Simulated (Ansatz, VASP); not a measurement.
# Cross-check of ZnO (zincite) between VASP and Ansatz, part 2 of 3

One calculation is typed for both programs; each brings its own data sets. How far apart do they land?  Valence electrons are named where the data sets of a main pair hold unlike numbers.

VASP 6.6.1 and Ansatz 0.2.0.

So far: Starting point; VASP: band structure, r2SCANh with an exact-exchange share of 0.1.

**3. Ansatz: band structure, r2SCANh with an exact-exchange share of 0.1**

Level of this step: Ansatz beside VASP: Kohn-Sham DFT, plane waves, r2SCANh (Ansatz).

Ansatz runs on its default PAW (the set named soft_2) files.

The same cell, functional, mesh and smearing now go to Ansatz, which takes its cutoff from its data sets.

Input file input.yaml:

```yaml
crystal:
  lattice:
    - [3.249308, 0.0, 0.0]
    - [-1.624654, 2.8139832727, 0.0]
    - [0.0, 0.0, 5.205709]
  atoms:
    - { symbol: Zn, position: [0.3333333333, 0.6666666667, 0.5] }
    - { symbol: Zn, position: [0.6666666667, 0.3333333333, 0.0] }
    - { symbol: O, position: [0.6666666667, 0.3333333333, 0.37901] }
    - { symbol: O, position: [0.3333333333, 0.6666666667, 0.87901] }
hamiltonian:
  xc: r2scanh
  pseudopotentials: { kind: paw }
kpoints:
  mp_grid: { grid: [5, 5, 3] }
  band_path:
    path:
      - [0.0, 0.0, 0.0]
      - [0.4, 0.0, 0.0]
      - [0.4, 0.2, 0.0]
      - [0.2, 0.2, 0.0]
      - [0.0, 0.0, 0.1]
      - [0.0, 0.0, 0.5]
      - [0.4, 0.0, 0.5]
      - [0.4, 0.2, 0.5]
      - [0.2, 0.2, 0.5]
      - [0.5, 0.0, 0.4]
      - [0.33333, 0.33333, 0.0]
      - [0.33333, 0.33333, 0.5]
    npoints: 1
scf:
  occupations: { method: gaussian, width: 0.02 }
  n_extra_bands: 8
output:
  forces: true
  stress: true
  eigenvalues: true
```

On the command line:

```sh
$ ansatz run input.yaml --threads 4 --pin off --max-ram 9216MiB --backend cpu --events-out ev --progress --plain --runs-dir out
```

Numbers of over 12 decimals in the logs are rounded to 6 here.

Log:

```text
Warning: output.stress: scf.convergence.dr2_threshold = 1e-7 eV (the SCF's general default) is looser than the 4e-10 eV advised for a printed stress (1e-10 eV for each atom of the cell: 4). What an SCF threshold leaves in a stress goes as its square root, and in the free energy as the threshold itself, and one threshold admits the most on a small cell: [figures from the program's tests cut] Set scf.convergence.dr2_threshold to 4e-10 eV or tighter. The threshold is an SCF's pass mark: one that does not reach it within its budget of iterations ends unconverged, or closes short of it on a stop that the run arms, and scf.convergence.dr2_threshold's page says what that costs each kind of run
Warning: output.stress: scf.exx.energy_threshold = 1e-6 eV is looser than the 4e-8 eV advised for a stress under a hybrid functional (1e-8 eV for each atom of the cell: 4). Every SCF of the exchange loop can meet its threshold on dr2 while the loop round them stops early: no threshold on dr2 bounds what that leaves in the stress. Set scf.exx.energy_threshold to 4e-8 eV or tighter. The threshold is the loop's pass mark: a loop that does not reach it within its budget of cycles ends unconverged, and scf.exx.energy_threshold's page has the law
scf.n_extra_bands = 8 over 18 filled bands (N_el = 36.0): the run solves 26 bands
Engine: ansatz 0.2.0, aarch64-unknown-linux-gnu
Pseudopotentials: kind: paw
Pseudopotential: Zn, paw, valence charge 12, recommended cutoff 500 eV (meta_gga), Zn.paw.azcp
Pseudopotential: O, paw, valence charge 6, recommended cutoff 500 eV (meta_gga), O.paw.azcp
Functional definition: r2SCANh
  parameter a = 0.1
  parameter k0 = 0.174
  parameter k1 = 0.065
  parameter a1 = 4.9479
  exchange = (1 - a)*r2scan_x(k0 = k0, k1 = k1, a1 = a1) + a*exact_x
  correlation = r2scan_c
Crystal: 4 atoms, lattice volume = 47.598 Å³
Basis set: ecut = 500 eV, 1213 PW (Γ), exchange–correlation on 96×96×160 points (64 copies of the dense FFT grid, shifted against one another)
Bands: 26, of which v1, the nominal top of the filled ones, is band 18 counted from 1 (17 counted from 0)
Symmetry: 12 space group operations
Space group: P63mc (ITA 186), of the structure as read, at distance tolerance 3.6e-5 Å
k-points: 10 of 75 (time reversal used)
Non-local potential: Zn, projectors of the file, l = 0: 2, l = 1: 2, l = 2: 3, l = 3: 1
Non-local potential: O, projectors of the file, l = 0: 2, l = 1: 2, l = 2: 1
PAW form: soft (Blöchl's): semilocal exchange-correlation on the pseudo side does not see the compensation charge
PAW frozen core: Zn, regenerated for the run's functional, and the local potential with it (the file was generated under x = pbe(κ = 0.804, μ = 0.219515), c = pbe(β = 0.066725))
PAW frozen core: O, regenerated for the run's functional, and the local potential with it (the file was generated under x = pbe(κ = 0.804, μ = 0.219515), c = pbe(β = 0.066725))
PAW one-centre angular grid: Zn, 590 points (default); XC on 261 of its mesh's 2673 points in the sphere
PAW one-centre angular grid: O, 302 points (default); XC on 160 Gauss nodes
Initial density: superposition of atomic densities (neutral atoms: chi_scale 0, normalization atom), corrected by the library's trained network
Initial wavefunctions: pseudopotential atomic-orbital guess
Functional: x = r2scan, c = r2scan; τ floored in thin density (d = 2e-4 eV/Å³), warm-up for x = 0.9 r2scan + 0.1 exact, c = r2scan; τ floored in thin density (d = 2e-4 eV/Å³)
SCF iter   1: F=—  HF=-7789.834622 eV  |F-HF|=—  |Δ(HF+E_count)|=         —  Δρ=2.08e-2  dr2=1.01e-1  dr2_τ=9.83e-2  ethr=1.77e-3  ⟨swp⟩=11.6  Hψ=1362  notcnv=0
preconditioner: auto → none  [insulator: Δε(μ)=1.384 eV  Ē_g=16.399 eV  σ=0.020 eV  W_gap=1.00  n_scr=22 (ndim 8)  ℏωp=32.3 eV  f_vac=0.034  D(μ)=0.00/eV (n_scr^D=0)]
iter 2 solved again at ethr=1.85e-5 eV; its pass at ethr=2.80e-4 eV (dr2=6.66e-3 eV) is discarded
SCF iter   2: F=—  HF=-7789.855350 eV  |F-HF|=—  |Δ(HF+E_count)|=   2.07e-2  Δρ=4.34e-3  dr2=6.68e-3  dr2_τ=7.53e-4  ethr=1.85e-5  ⟨swp⟩=2.0  Hψ=1330  notcnv=0
SCF iter   3: F=—  HF=-7789.850296 eV  |F-HF|=—  |Δ(HF+E_count)|=   5.05e-3  Δρ=4.07e-3  dr2=2.80e-3  dr2_τ=1.98e-4  ethr=1.85e-5  ⟨swp⟩=4.0  Hψ=906  notcnv=0
SCF iter   4: F=—  HF=-7789.850534 eV  |F-HF|=—  |Δ(HF+E_count)|=   2.38e-4  Δρ=1.67e-3  dr2=1.08e-3  dr2_τ=1.25e-4  ethr=7.77e-6  ⟨swp⟩=3.0  Hψ=557  notcnv=0
SCF iter   5: F=-7789.850316 eV  HF=-7789.850322 eV  |F-HF|=5.71e-6  |Δ(HF+E_count)|=   2.12e-4  Δρ=1.17e-4  dr2=7.24e-6  dr2_τ=1.04e-6  ethr=3.01e-6  ⟨swp⟩=3.2  Hψ=531  notcnv=0
SCF 1 stopped early in 5 iterations: F = -7789.850316 eV  dr2 = 7.24e-6
  greatest PAW one-centre occupation: 0.987 electrons in one spin orbital (limit 2), on the Zn atom at site 1 (counted from 0), in its partial waves of l = 2
Initial density: handed on by an earlier stage of this run
Initial wavefunctions: those handed on with the density
Functional: x = 0.9 r2scan + 0.1 exact, c = r2scan; τ floored in thin density (d = 2e-4 eV/Å³)
Frozen-core exchange: fock
SCF iter   1: F=—  HF=-7788.393392 eV  |F-HF|=—  |Δ(HF+E_count)|=         —  Δρ=8.09e-3  dr2=1.73e-2  dr2_τ=4.11e-5  ethr=2.01e-7  ⟨swp⟩=6.2  Hψ=1293  notcnv=0
preconditioner: auto → none  [insulator: Δε(μ)=2.182 eV  Ē_g=17.588 eV  σ=0.020 eV  W_gap=1.00  n_scr=22 (ndim 8)  ℏωp=32.3 eV  f_vac=0.039  D(μ)=0.00/eV (n_scr^D=0)]
SCF iter   2: F=—  HF=-7788.388424 eV  |F-HF|=—  |Δ(HF+E_count)|=   4.97e-3  Δρ=9.76e-4  dr2=5.12e-4  dr2_τ=2.39e-5  ethr=2.01e-7  ⟨swp⟩=4.2  Hψ=951  notcnv=0
SCF iter   3: F=—  HF=-7788.389726 eV  |F-HF|=—  |Δ(HF+E_count)|=   1.30e-3  Δρ=5.83e-4  dr2=1.01e-4  dr2_τ=1.04e-5  ethr=2.01e-7  ⟨swp⟩=3.3  Hψ=601  notcnv=0
SCF iter   4: F=—  HF=-7788.389718 eV  |F-HF|=—  |Δ(HF+E_count)|=   7.86e-6  Δρ=2.68e-4  dr2=3.74e-5  dr2_τ=2.42e-6  ethr=2.01e-7  ⟨swp⟩=3.8  Hψ=545  notcnv=0
SCF iter   5: F=—  HF=-7788.389712 eV  |F-HF|=—  |Δ(HF+E_count)|=   6.47e-6  Δρ=1.45e-4  dr2=1.45e-5  dr2_τ=4.14e-7  ethr=9.58e-8  ⟨swp⟩=2.0  Hψ=440  notcnv=0
SCF iter   6: F=—  HF=-7788.389709 eV  |F-HF|=—  |Δ(HF+E_count)|=   3.23e-6  Δρ=2.32e-5  dr2=2.00e-6  dr2_τ=9.18e-9  ethr=3.23e-8  ⟨swp⟩=3.0  Hψ=492  notcnv=0
SCF iter   7: F=—  HF=-7788.389724 eV  |F-HF|=—  |Δ(HF+E_count)|=   1.54e-5  Δρ=7.50e-5  dr2=2.51e-6  dr2_τ=1.93e-7  ethr=3.60e-10  ⟨swp⟩=4.0  Hψ=946  notcnv=0
SCF iter   8: F=-7788.389723 eV  HF=-7788.389723 eV  |F-HF|=4.61e-9  |Δ(HF+E_count)|=   7.20e-7  Δρ=6.30e-6  dr2=4.97e-8  dr2_τ=3.45e-10  ethr=3.60e-10  ⟨swp⟩=4.8  Hψ=698  notcnv=0
SCF 2 converged in 8 iterations: F = -7788.389723 eV  dr2 = 4.97e-8
  Residual-converged pass: ⟨swp⟩=2.7  Hψ=455  notcnv=0  max |occ|·‖R‖ = 6.2e-6 eV (tolerance 6.7e-6 eV)  dr2=4.95e-8  dr2_τ=3.44e-10  dr2_onsite=3.60e-9  max |Δocc| = 0.0e0
  greatest PAW one-centre occupation: 0.988 electrons in one spin orbital (limit 2), on the Zn atom at site 1 (counted from 0), in its partial waves of l = 2
hybrid outer 1: dexx = +1.279e-3 eV, tail = 1.47e-6 eV
Frozen-core exchange: fock
SCF iter   1: F=—  HF=-7788.389676 eV  |F-HF|=—  |Δ(HF+E_count)|=         —  Δρ=1.75e-5  dr2=8.79e-8  dr2_τ=2.46e-9  ethr=2.04e-8  ⟨swp⟩=4.4  Hψ=607  notcnv=0
preconditioner: auto → none  [insulator: Δε(μ)=2.143 eV  Ē_g=17.509 eV  σ=0.020 eV  W_gap=1.00  n_scr=22 (ndim 8)  ℏωp=32.3 eV  f_vac=0.043  D(μ)=0.00/eV (n_scr^D=0)]
SCF iter   2: F=—  HF=-7788.389676 eV  |F-HF|=—  |Δ(HF+E_count)|=   1.85e-8  Δρ=2.21e-6  dr2=2.98e-9  dr2_τ=3.02e-10  ethr=2.10e-10  ⟨swp⟩=4.0  Hψ=729  notcnv=0
SCF iter   3: F=-7788.389676 eV  HF=-7788.389676 eV  |F-HF|=1.77e-9  |Δ(HF+E_count)|=   1.73e-8  Δρ=2.14e-6  dr2=1.41e-9  dr2_τ=2.29e-10  ethr=3.10e-12  ⟨swp⟩=4.0  Hψ=795  notcnv=0
SCF 3 converged in 3 iterations: F = -7788.389676 eV  dr2 = 1.41e-9
  Residual-converged pass: ⟨swp⟩=2.1  Hψ=439  notcnv=0  max |occ|·‖R‖ = 4.7e-7 eV (tolerance 6.3e-7 eV)  dr2=1.41e-9  dr2_τ=2.28e-10  dr2_onsite=9.42e-10  max |Δocc| = 0.0e0
  greatest PAW one-centre occupation: 0.988 electrons in one spin orbital (limit 2), on the Zn atom at site 0 (counted from 0), in its partial waves of l = 2
hybrid outer 2: dexx = +1.594e-8 eV, tail = 5.23e-9 eV, Δε = 5.90e-4 eV (about 4.55e-5 eV left of the loop's levels), ΔF = 9.33e-5 eV/Å (tail 1.86e-4)
NSCF: frozen V_eff on 12 k-points
hybrid SCF converged: 2 outer / 11 inner (+5 warm-up), last move |dexx| = 1.59e-8 eV, tail = 5.23e-9 eV
Stability not checked: this state was not tested for a lower state beside it, because the functional holds exact exchange (a hybrid, or Hartree-Fock), whose exchange loop this test does not read (fock_operator; see scf.lower_state_search)
Free energy (F): -7788.389676 eV
Frozen-core exchange: fock
Harris-Foulkes:  -7788.389676 eV  (|F-HF|=1.77e-9)
Internal energy: -7788.389676 eV  (E = F + TS)
E sigma→0 (E₀):  -7788.389676 eV
Fermi energy:    7.285895 eV
--- Per-component energies (eV) ---
  E_band       = 13.286096
  E_kinetic    = 612.770194
  E_local      = -4024.382802  (includes V_loc(G=0)·N_el)
  E_nonlocal   = 1344.624983
  E_hartree    = 1663.812424
  E_xc         = -356.692000
  E_vxc        = -285.017689  (∫ρ·V_xc dr)
  E_exx        = -55.072948  (= α·E_x^exact, valence–valence)
  E_paw        = -4010.929384  (= ΣΔE_a)
  E_vpaw       = -868.632921  (= ΣTr[D̂ρ^β])
  E_aug_tail   = 0.001782  (compensation charges beyond the density's cutoff)
  E_vtau       = 16.442148  (kinetic-family band-sum trace: ∫τ·v_τ [+ j·A + Jᵃ·Aᵃ] dr)
  E_ewald      = -2962.594745
  E_core_change = 0.072821  (= ΣΔE_core)
  E_smearing   = -0.000000  (= −TS)
  E_closure    = 0.000000  (closes the sum)
  Σ components = -7788.389676   (vs F -7788.389676, Δ=-9.09e-13)
--- Forces (eV/Å), atoms counted from 1 ---
  atom   1  Zn    -0.00000000    -0.00000000    -0.07382759
  atom   2  Zn    -0.00000000     0.00000000    -0.07382759
  atom   3  O      0.00000000    -0.00000000     0.07395659
  atom   4  O     -0.00000000     0.00000000     0.07395659
  max |Σ_I F_I| component: 2.58e-4 eV/Å
--- Stress (GPa, compression-positive) ---
       -2.464564      -0.000000      -0.000000
       -0.000000      -2.464564      -0.000000
       -0.000000      -0.000000      -1.076087
  P = ⅓ Tr σ = -2.0017 GPa (-20.017 kbar)
--- Band table (eV; the first three rows and the last of 10) ---
  k-point 0: bands = [... 14 lower, 5.3646, 6.1463, 6.2143, 6.2143, 8.3573, 13.0912, 16.1406, 20.9645, ... 4 higher]
  k-point 1: bands = [... 14 lower, 5.5807, 5.5807, 6.0054, 6.0054, 9.9847, 12.1042, 17.0481, 19.6223, ... 4 higher]
  k-point 2: bands = [... 14 lower, 4.8507, 4.8599, 5.8570, 5.9377, 10.2209, 14.5073, 16.0333, 18.2283, ... 4 higher]
  k-point 9: bands = [... 14 lower, 3.3319, 4.2600, 4.5119, 4.9884, 14.3361, 14.9381, 16.0419, 16.8364, ... 4 higher]
```

The job ended after 42 s (4 threads of Arm Neoverse V1, shared host; peak memory 0.91 GiB).

**4. Comparison**

Known differences besides the potentials themselves: exact exchange at q = 0 is treated differently, which shows on coarse meshes; VASP keeps PBE cores, Ansatz makes them for the functional; the cutoff is 500 eV in Ansatz and 520 eV in VASP; VASP takes a coarser grid for exact exchange (PRECFOCK = Fast). Total energies have different zeros and are not compared.

The two programs side by side:

```
                     quantity  Ansatz   VASP  difference
gap over the path points (eV)   2.143  2.129      +0.014
```

Forces (eV/Å; atoms numbered as in POSCAR):

```
atom        Ansatz x, y, z          VASP x, y, z
 Zn1  0.000, 0.000, -0.074  0.000, 0.000, -0.087
 Zn2  0.000, 0.000, -0.074  0.000, 0.000, -0.087
  O3   0.000, 0.000, 0.074   0.000, 0.000, 0.087
  O4   0.000, 0.000, 0.074   0.000, 0.000, 0.087
```

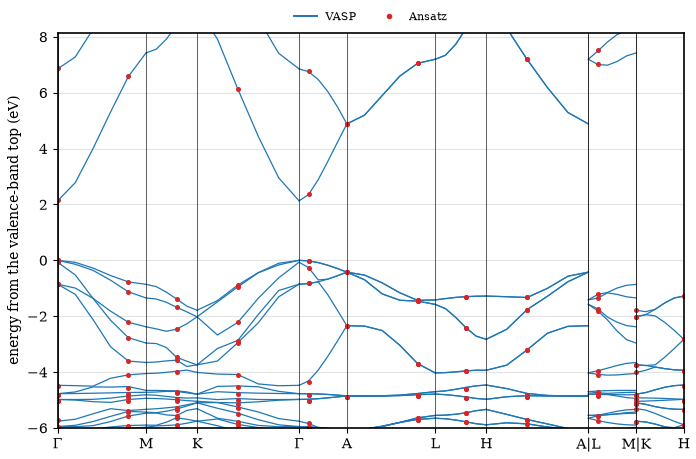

Bands from VASP (lines) and levels from Ansatz (dots). Dots without a line are higher empty bands that the VASP plot leaves out.

Levels at points of the path, from each program's valence-band top (eV; 4 filled, then empty):

```
k (reciprocal lattice)                                   Ansatz                                     VASP
     0.000 0.000 0.000     -0.85 -0.07 0.00 0.00 2.14 6.88 9.93     -0.85 -0.07 0.00 0.00 2.13 6.85 9.92
     0.400 0.000 0.000   -2.77 -2.21 -1.12 -0.77 6.59 9.04 9.18   -2.77 -2.22 -1.13 -0.77 6.58 9.01 9.15
     0.400 0.200 0.000   -3.46 -2.46 -1.68 -1.38 8.44 9.09 9.14   -3.47 -2.46 -1.68 -1.39 8.43 9.06 9.12
     0.200 0.200 0.000  -2.87 -2.22 -0.95 -0.88 6.14 9.28 10.28  -2.87 -2.22 -0.95 -0.88 6.13 9.26 10.25
     0.000 0.000 0.100  -0.83 -0.26 -0.02 -0.02 2.37 6.78 10.01  -0.83 -0.26 -0.02 -0.02 2.36 6.75 10.00
     0.000 0.000 0.500  -0.42 -0.42 -0.42 -0.42 4.89 4.89 11.93  -0.42 -0.42 -0.42 -0.42 4.88 4.88 11.90
     0.400 0.000 0.500  -1.46 -1.46 -1.43 -1.43 7.08 7.08 10.42  -1.46 -1.46 -1.43 -1.43 7.05 7.05 10.40
     0.400 0.200 0.500  -2.41 -2.41 -1.30 -1.30 8.32 8.32 10.29  -2.41 -2.41 -1.30 -1.30 8.29 8.29 10.27
     0.200 0.200 0.500  -1.76 -1.76 -1.33 -1.33 7.21 7.21 10.84  -1.76 -1.76 -1.33 -1.33 7.19 7.19 10.81
     0.500 0.000 0.400  -1.80 -1.73 -1.35 -1.22 7.04 7.53 10.06  -1.81 -1.74 -1.35 -1.22 7.01 7.50 10.05
```

The forces differ by 7.8 meV/Å r.m.s., which is 15.4 % of the r.m.s. force of 0.050 eV/Å (both taken over all components). Among the levels compared at these points, filled levels agree within 14 meV and empty ones within 34 meV.

**5. VASP: band structure, PBE-EpsX with an exact-exchange share of 0.171**

The same path points are solved in both programs, so levels can be compared one by one.

The run reads the wave functions of an earlier VASP run, which isn't shown here.

Input file INCAR:

```
SYSTEM = ZnO
PREC = Accurate
ENCUT = 520
EDIFF = 1E-06
NELM = 100
ISMEAR = 0
SIGMA = 0.02
LREAL = .FALSE.
ALGO = Normal
LHFCALC = .TRUE.
AEXX = 0.171
GGA = PE
LASPH = .TRUE.
NBANDS = 24
PRECFOCK = Fast
HFRCUT = -1
LORBIT = 11
LWAVE = .FALSE.
LCHARG = .FALSE.
KPAR = 8
```

Input file POSCAR:

```
ZnO
1.0
    3.2493080000      0.0000000000      0.0000000000
   -1.6246540000      2.8139832727      0.0000000000
    0.0000000000      0.0000000000      5.2057090000
Zn O
2 2
Direct
    0.3333333333      0.6666666667      0.5000000000
    0.6666666667      0.3333333333      0.0000000000
    0.6666666667      0.3333333333      0.3790100000
    0.3333333333      0.6666666667      0.8790100000
```

Input file KPOINTS:

```
Automatic mesh
0
Gamma
5 5 3
0 0 0
```

Input file KPOINTS_OPT:

```
Line mode
6
Line-mode
Reciprocal
  0.00000000   0.00000000   0.00000000 GAMMA
  0.50000000   0.00000000   0.00000000 M

  0.50000000   0.00000000   0.00000000 M
  0.33333333   0.33333333   0.00000000 K

  0.33333333   0.33333333   0.00000000 K
  0.00000000   0.00000000   0.00000000 GAMMA

  0.00000000   0.00000000   0.00000000 GAMMA
  0.00000000   0.00000000   0.50000000 A

  0.00000000   0.00000000   0.50000000 A
  0.50000000   0.00000000   0.50000000 L

  0.50000000   0.00000000   0.50000000 L
  0.33333333   0.33333333   0.50000000 H

  0.33333333   0.33333333   0.50000000 H
  0.00000000   0.00000000   0.50000000 A

  0.50000000   0.00000000   0.50000000 L
  0.50000000   0.00000000   0.00000000 M

  0.33333333   0.33333333   0.00000000 K
  0.33333333   0.33333333   0.50000000 H
```

Potentials, in the order of the species: Zn and O (PBE family, release 64).

On the command line:

```sh
$ mpirun -np 8 vasp_std
```

Log:

```text
[banner, memory and clock lines left out]
running    8 mpi-ranks, on    1 nodes
[...]
[... a notice as in an earlier step ...]

 LDA part: xc-table for (Slater+PW92), standard interpolation
 found WAVECAR, reading the header
 POSCAR, INCAR and KPOINTS ok, starting setup
[...]
HFRCUT set to (new)   9.481018
 reading WAVECAR
 the WAVECAR file was read successfully
 initial charge from wavefunction
 entering main loop
       N       E                     dE             d eps       ncg     rms          rms(c)
DAV:   1    -0.219108725519E+02   -0.21911E+02   -0.54307E-01   600   0.257E+01    0.162E+00
DAV:   2    -0.219018150737E+02    0.90575E-02   -0.25940E-01   584   0.916E+00    0.536E-01
DAV:   3    -0.219024576457E+02   -0.64257E-03   -0.18754E-02   672   0.223E+00    0.296E-01
DAV:   4    -0.219024106490E+02    0.46997E-04   -0.19465E-03   544   0.349E-01    0.164E-01
[...]
DAV:   8    -0.219022468261E+02    0.42113E-05   -0.21676E-06   400   0.164E-02    0.203E-02
DAV:   9    -0.219022451483E+02    0.16779E-05   -0.78606E-07   344   0.113E-02    0.121E-02
DAV:  10    -0.219022444571E+02    0.69119E-06   -0.63063E-07   264   0.909E-03
   1 F= -.21902244E+02 E0= -.21902244E+02  d E =-.227439E-24
 Start KPOINTS_OPT (optional k-point list driver)
k-point batch [1-10\54]
       N       E                     dE             ncg
DAV:   1     0.118047893042E+04   -0.83794E+04      488
DAV:   2    -0.179793113610E+04   -0.29784E+04      528
DAV:   3    -0.208995829927E+04   -0.29203E+03      536
DAV:   4    -0.209691988398E+04   -0.69616E+01      584
DAV:   5    -0.209698199223E+04   -0.62108E-01      632
DAV:   6    -0.209698252634E+04   -0.53411E-03      600
DAV:   7    -0.209698253266E+04   -0.63255E-05      568
DAV:   8    -0.209698253276E+04   -0.96815E-07      416
[...]
k-point batch [51-54\54]
       N       E                     dE             ncg
DAV:   1     0.877532950142E+04   -0.55590E+04      192
DAV:   2     0.760064880536E+04   -0.11747E+04      208
DAV:   3     0.748055480187E+04   -0.12009E+03      216
DAV:   4     0.747778007531E+04   -0.27747E+01      208
DAV:   5     0.747775879048E+04   -0.21285E-01      224
DAV:   6     0.747775863583E+04   -0.15465E-03      216
DAV:   7     0.747775863428E+04   -0.15504E-05      176
DAV:   8     0.747775863425E+04   -0.30833E-07      128
```

[end of part 2 of 3]

[Lines on the potential files, build, host, timing and source positions are cut from VASP's logs without a mark.]

[Logs are printed without paths, hosts, clocks, repeated set-up lines and the standing remarks that a program may print on its own settings, such as how far it seeks lower states.]

[Hosts, paths, dates, database ids (printed as entryN), source tags and the programs' standing remarks are cut or masked in the printed files.]
